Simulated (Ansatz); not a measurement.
**CF3Si2 (SMILES F[Si]=C=[Si](F)F) (doublet): density, localisation and related maps**

Input

```
crystal:
  periodic: [false, false, false]
  atoms:
    - symbol: C
      position_ang: [0.546483, 0.552378, 0.121073]
    - symbol: F
      position_ang: [2.812599, -0.753052, 1.356556]
    - symbol: F
      position_ang: [-1.943561, 1.340558, -1.153561]
    - symbol: F
      position_ang: [-1.838119, -1.132926, -0.793991]
    - symbol: Si
      position_ang: [-0.981111, 0.206661, -0.556962]
    - symbol: Si
      position_ang: [1.339598, -0.887599, 0.677227]
basis:
  gaussian: {orbitals: def2-TZVPD}
magnetization: {spin_polarized: true, initial_magnetization: 1}
hamiltonian: {xc: {name: PBE0}}
output: {forces: true, orbitals: {seedname: orbitals}}
```

Run with:

```sh
ansatz run input.yaml --threads 2 --pin off --max-ram 4350MiB --events-out events.jsonl --progress --plain --runs-dir runs
```

Geometry: r2SCAN-D4/def2-SVP.

The calculation used isolated molecule in a Gaussian basis; Kohn-Sham density functional theory, functional PBE0 in Ansatz 0.2.0.

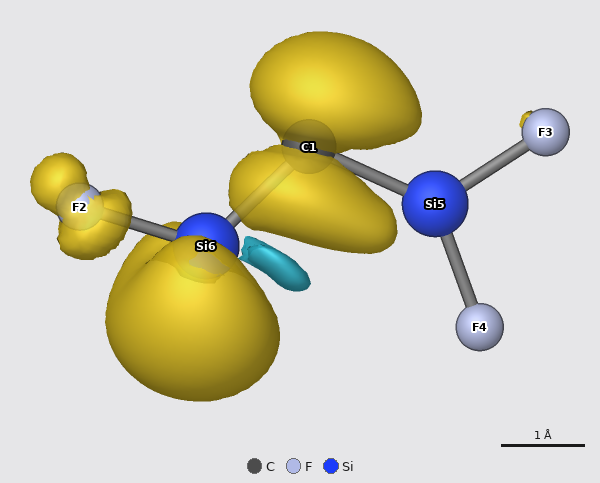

Figure 1. Isosurfaces of the spin density at +0.02 (yellow) and −0.02 e/Å³ (cyan), seen across its widest extent.

Question: Which atoms carry the spin?

Answer: The unpaired spin (1 electron) lies mostly on Si6 (about 0.5) and C1 (about 0.4), in electrons by Hirshfeld's partition.

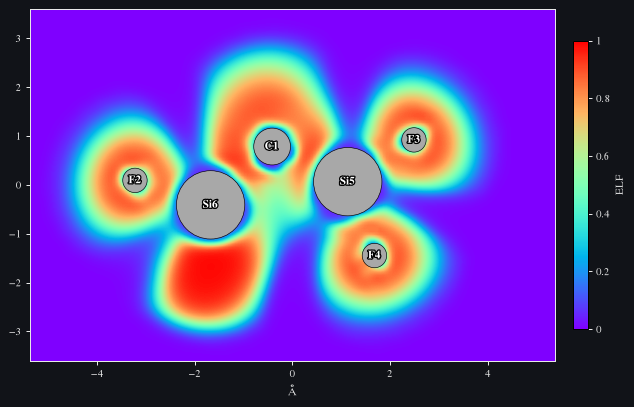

Figure 2. ELF on the molecular plane. Grey discs cover the atomic cores.

Question: Interpret the plot.

Answer:
- Atoms in the plane: C, F and Si.
- Si–F (1.60 Å): the ELF peaks at about 0.85 in the valence shell of F, 0.6 Å from its nucleus, and is about 0.55 at the midpoint.
- C–Si (1.71 Å): the ELF peaks at about 0.85 between the atoms (a covalent bond).
- The ELF also peaks beside F4, Si6, F2, F3 and C1, away from the bonds: non-bonding electrons, paired or unpaired.

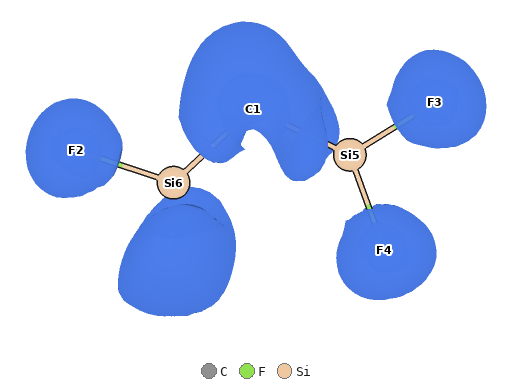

Figure 3. Isosurface of the electron localisation function at 0.75 (blue), seen across its widest extent. Only the valence region is drawn (cores and ρ < 0.01 e/Å³ removed).

Question: Where are the electrons localised?

Answer: At this value the surface marks out one region on C in which the atom's valence shell and bonds are merged, one lobe on Si, pointing away from the bonds (non-bonding electrons) and three regions wrapped around F (its lone pairs, merged into a ring or cap).

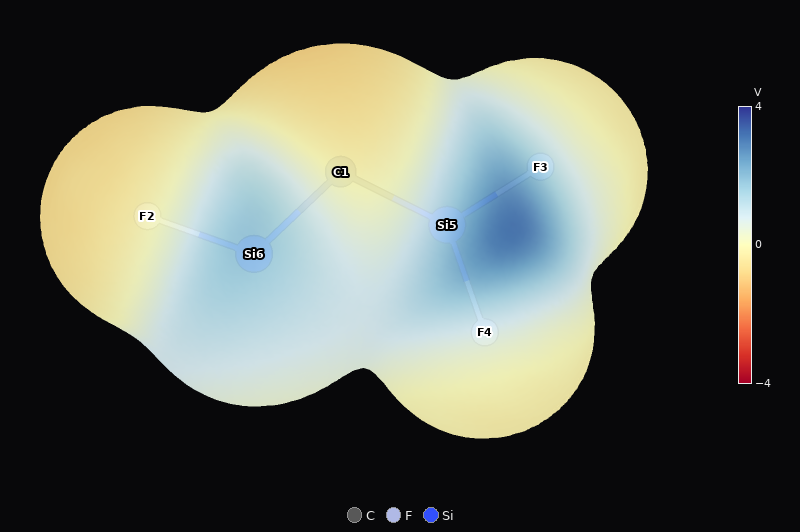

Figure 4. The electrostatic potential painted on the density surface at 0.002 e/bohr³, seen at a tilt; red is negative and blue positive.

Question: Where is the surface potential most negative and most positive?

Answer: The most negative region (about −0.9 V, or −21 kcal/mol for a unit charge) lies over C1, the most positive (about +3.1 V, or +71 kcal/mol for a unit charge) over Si5.

Question: What dipole moment does the calculation give?

Answer: Its dipole moment is 1.48 D.
